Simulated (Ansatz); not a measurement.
## Pressure series in BN

Base system: BN in the zinc blende structure (space group F-43m, No. 216; a = 3.625 Å).

Cell and atoms are relaxed at each pressure.

The values are results of PBE (Ansatz, a quantum-chemistry and plane-wave program, PAW, spin-orbit coupling left out), not measurements.

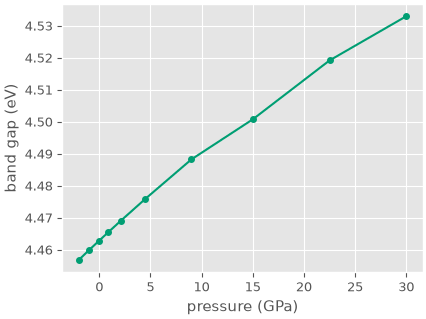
Fig. 1. Band gap against pressure

From the plot, what is the band gap for pressure −2 GPa?

About 4.46 eV.

Is the trend monotonic over the range shown?

Yes, it rises throughout, spanning 4.46 eV to 4.53 eV.

Load acts through the strain it causes; cell and atoms are relaxed under it. Stability against distortions was not tested. No other phases were tried under pressure.
